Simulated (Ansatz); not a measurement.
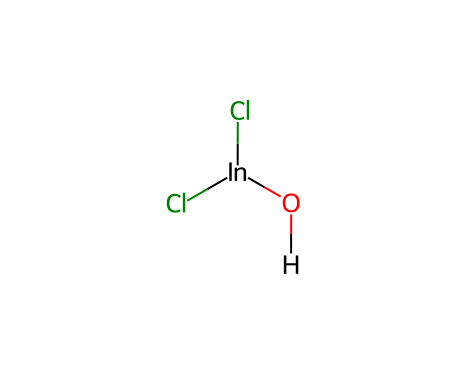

Structural formula above. The geometry was computed by an optimisation with PBE-D4/def2-SVP. No frequency run is at hand to confirm it as a minimum.

Describe the 3D structure.

It has 5 atoms: 2 chlorine, 1 hydrogen, 1 indium and 1 oxygen (Cl2HInO). SMILES: `[OH][In]([Cl])[Cl]`. This geometry has Cs symmetry. All atoms lie on one plane. Coordination: 1 O bent; 1 In trigonal planar.

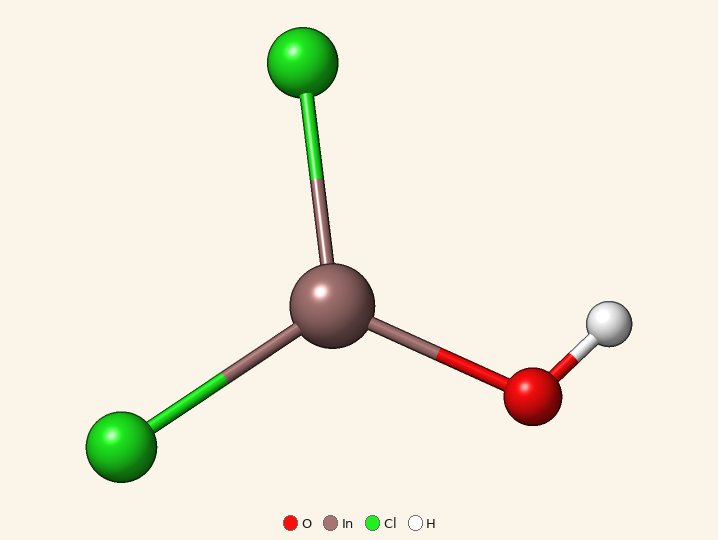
